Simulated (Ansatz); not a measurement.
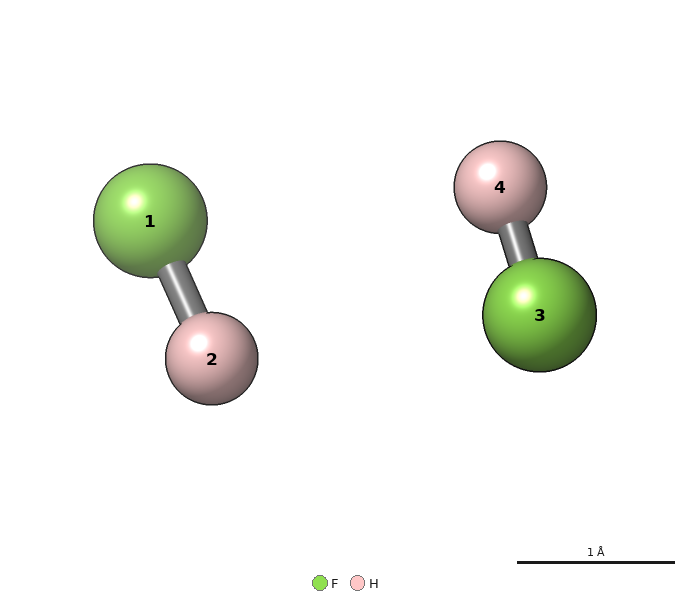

Simulated data, not a measurement (program: Ansatz).

Orthographic view. Atoms fade into the background with distance from the viewer. Charge +1, doublet. Geometry: a fixed input geometry, not necessarily a minimum.

Give the distance matrix in Å.

```tsv
atom	F1	H2	F3	H4
F1	0.00			
H2	1.03	0.00		
F3	2.65	2.14	0.00	
H4	2.28	2.15	0.91	0.00
```
